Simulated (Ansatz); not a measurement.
## Two runs on NaCl

System: NaCl, SMILES [Na][Cl].
Method of run A: RKS PBE-D4/def2-TZVPP (Ansatz 0.2.0).

The geometry comes from this level: PBE0-D4/def2-TZVPP. Text and figures count atoms from 1; the logs count them from 0 in places.

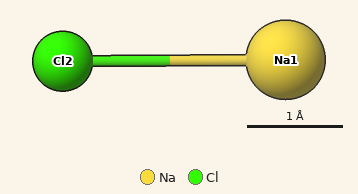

**Figure 1.** The input geometry (ball-and-stick view, seen on its broad side; atoms are numbered from 1 in the order of the input). Sticks mark near contacts. Bond lengths as drawn: Cl–Na 2.36 Å.

### Input, run A
```yaml
crystal:
  periodic: [false, false, false]
  atoms:
    - { symbol: Na, position_ang: [0.0, 0.0, -0.05643305] }
    - { symbol: Cl, position_ang: [0.0, 0.0, 2.30125305] }
basis:
  gaussian: { orbitals: def2-TZVPP }
hamiltonian:
  xc: pbe
  dispersion: d4
```

Command:
```bash
ansatz run input.yaml --threads 2 --pin off --max-ram 5120MiB --backend cpu --events-out ev --progress --plain --runs-dir out
```

Hardware: 2 threads of Intel Xeon (Sapphire Rapids), 64 GiB of memory available, shared host.

### Output (run A)
```
Engine: ansatz 0.2.0, x86_64-unknown-linux-gnu
Functional definition: PBE
  parameter kappa = 0.804
  parameter beta = 0.06672455060314922
  exchange = pbe_x(kappa = kappa, mu = beta*pi^2/3)
  correlation = pbe_c(beta = beta)
571 factors; their error is unknown
mean field evaluation 1: about -16930.8827 eV, gradient 2.6e1 eV
mean field evaluation 2: about -16914.5101 eV, gradient 7.5e1 eV
mean field evaluation 4: about -16932.7595 eV, gradient 3.8e0 eV
mean field evaluation 8: about -16932.7913 eV, gradient 3.9e-2 eV
mean field -16932.77864723 eV, -622.2681378362 hartree, gradient 1.1e-5 eV, S^2 0.000000; 0 other end points of the search recorded, 0 dependent functions left out
reference -16932.77870635 eV, -622.2681400088 hartree; 14, 14 occupied and 60, 60 virtual orbitals, 571 factors
Total energy: -16932.79592663 eV, -622.2687728424 hartree
```

The input of run B differs as follows (lines with − go, lines with + come):
```diff
-  xc: pbe
+  xc: { name: B3LYP }
```

How does run B compare with run A?

The total energies belong to different methods, so their difference says nothing on which is more stable or more accurate. The functional changes from PBE to B3LYP.

### Output (run B)
```
Engine: ansatz 0.2.0, x86_64-unknown-linux-gnu
Functional definition: B3LYP
  parameter a0 = 0.2
  parameter ax = 0.72
  parameter ac = 0.81
  exchange = (1 - a0 - ax)*slater_x + ax*b88_x + a0*exact_x
  correlation = (1 - ac)*vwn_rpa_c + ac*lyp_c
590 factors; their error is unknown
mean field evaluation 1: about -16940.2453 eV, gradient 2.4e1 eV
mean field evaluation 2: about -16937.6211 eV, gradient 4.0e1 eV
mean field evaluation 4: about -16941.8973 eV, gradient 1.3e0 eV
mean field evaluation 8: about -16941.9464 eV, gradient 6.3e-2 eV
mean field -16941.94639731 eV, -622.6050464373 hartree, gradient 2.3e-5 eV, S^2 0.000000; 0 other end points of the search recorded, 0 dependent functions left out
reference -16941.94663188 eV, -622.6050550579 hartree; 14, 14 occupied and 60, 60 virtual orbitals, 590 factors
Total energy: -16941.97571049 eV, -622.6061236771 hartree
```

### The two runs side by side

| quantity | run A | run B |
| --- | --- | --- |
| outcome | converged | converged |
| total energy (hartree) | −622.268773 | −622.606124 |
| basis functions | 74 | 74 |
